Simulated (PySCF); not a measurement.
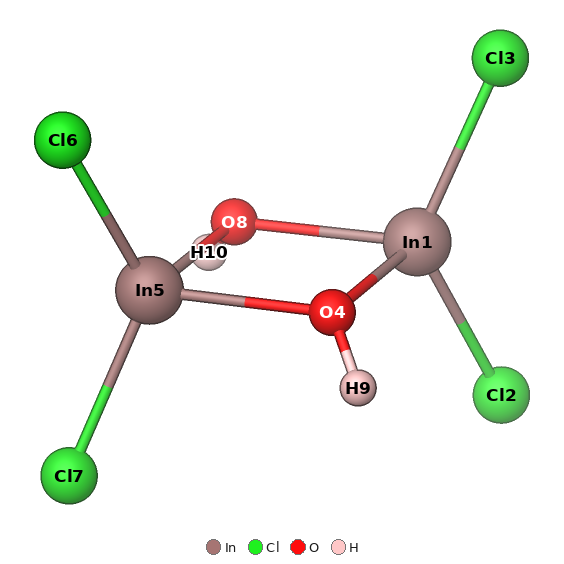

Depth is shown by fading: the farther an atom, the more it takes the colour of the background. The computed structure is the end point of a PBE0-D3(BJ)/def2-SVP optimisation. No frequency run is at hand to confirm it as a minimum.

What is the conformation of the ring In1–O4–In5–O8?

Answer. It is planar. The Cremer–Pople amplitude Q is 0.01 Å.

Give the torsion angles round the ring, beginning with the bond from its second to its third atom.

Answer. 1°, −1°, 1°, −1°.
